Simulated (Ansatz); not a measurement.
1T (CdI2-type) PdTe2, treated with rVV10 (Ansatz, a quantum-chemistry and plane-wave program, PAW).

Run with plane-wave cutoff 520 eV, 18×18×12 k mesh (along the axes of the cell as run), Fermi–Dirac smearing 0.05 eV, scalar-relativistic PAW data made under PBE.

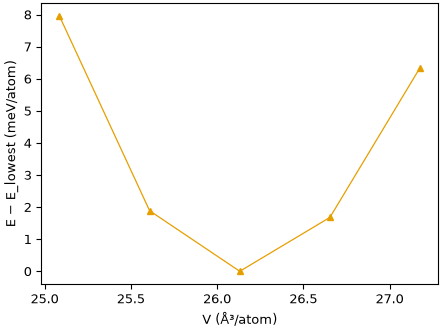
Figure: Total energy against volume

Problem. From the curve, estimate the equilibrium volume and the bulk modulus.

Solution. V0 ≈ 26.1 Å³/atom and B0 ≈ 54 GPa; the fit gives V0 = 26.132 Å³/atom, B0 = 54.3 GPa, B′ = 7.4.

Shape and atoms are relaxed at each volume.

Note: the volume lies 8 % above that of the published cell; the bulk modulus comes from volumes at which shape and atoms were relaxed.

Spin–orbit coupling is not included; it can open a gap where bands touch, and shift volumes and moduli.

Static lattice: no zero-point or thermal effects.
